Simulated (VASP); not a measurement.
Band structure of TlCl (CsCl type). These are PBE GGA with D4 dispersion, VASP's PBE PAW potentials (set 64) (plane waves; VASP) values and carry that method's errors.

Unless said otherwise, spin-orbit coupling is left out, though it shifts the bands of the heavy elements here.

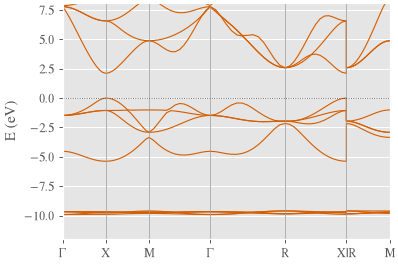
Figure: Bands along high-symmetry lines, zero at the valence-band maximum or, without a gap, the Fermi level

Read the plot: is there a gap, and where are the band edges?

The gap is direct, 2.11 eV, from the valence maximum at X to the conduction minimum at X. (Edges off the drawn lines would not show.)

The compound is TlCl in the CsCl type structure. It was relaxed first.
